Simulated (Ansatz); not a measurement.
Se₃S: space group P4/mmm (No. 123), a = 3.647 Å, b = 3.647 Å, c = 8.819 Å, α = 90.00°, β = 90.00°, γ = 90.00°. Geometry: the structure of a calculation's input, shown in its standard cell. It was generated, so it need not be a known form of this composition. Forms under 0.4 % of the area are left out.

### Which faces does the BFDH rule predict for this crystal?

The forms computed, by share of the surface:

```
 form  faces  d (Å)  share of area (%)
{001}      2  8.819               54.7
{100}      4  3.647               45.3
```

The crystal is plate-like. Widths along a, b and c stand as 1.00 : 1.00 : 0.41.

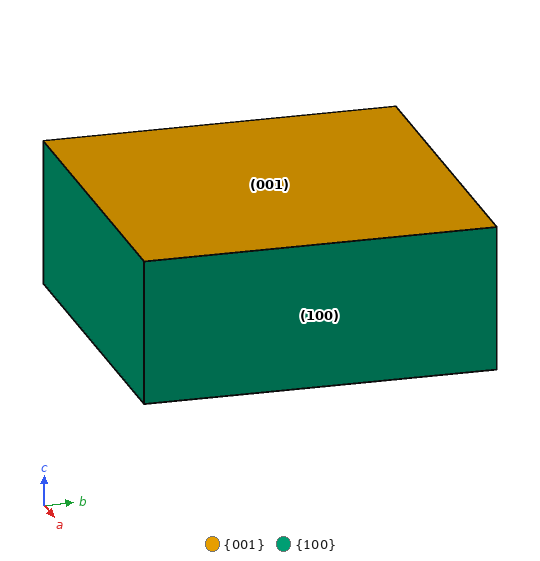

The computed shape, faces indexed. The rule is geometric and ignores bonding and growth conditions.
